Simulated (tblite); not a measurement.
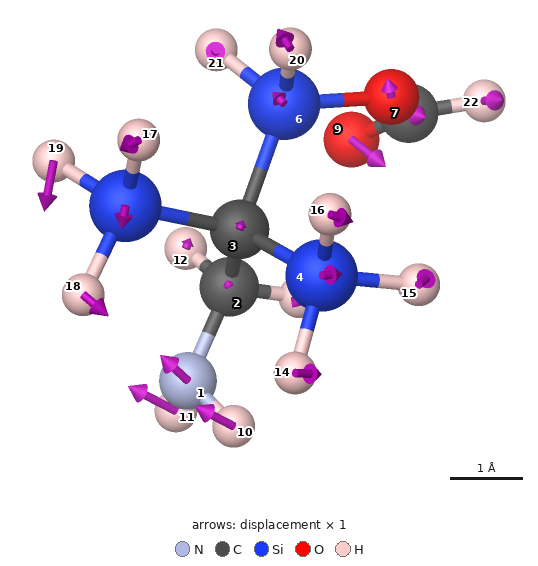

This is a relaxation of C3H13NO2Si3. The starting structure is drawn; purple arrows show the displacements, at their true length. The two geometries are superimposed by the best rigid fit.

The picture is a ball-and-stick view, seen from a free direction.

The calculation used GFN2-xTB geometry optimisation, gas phase in tblite. 

Question: Describe the change and its energy.

Answer: An H atom moves most after the best rigid fit: 0.85 Å. Largest moves by element: H 0.85 Å, O 0.75 Å, N 0.60 Å, C 0.45 Å, Si 0.39 Å. Among the contacts that change: N–Si 3.332 → 2.518 Å, C–Si 1.846 → 1.905 Å, C–O 1.345 → 1.300 Å, C–Si 1.884 → 1.921 Å. Among the angles between lasting bonds that change: C–C–Si 115.6° → 101.1°, O–Si–H 106.0° → 95.5°, Si–C–Si 101.3° → 110.8°. Groups turn about C–C by about 20°. After 189 geometry steps the energy has fallen by 13.9 kcal/mol. The run took 7.9 s on 1 thread of Intel(R) Xeon(R) Processor @ 2.50GHz, on a shared host.
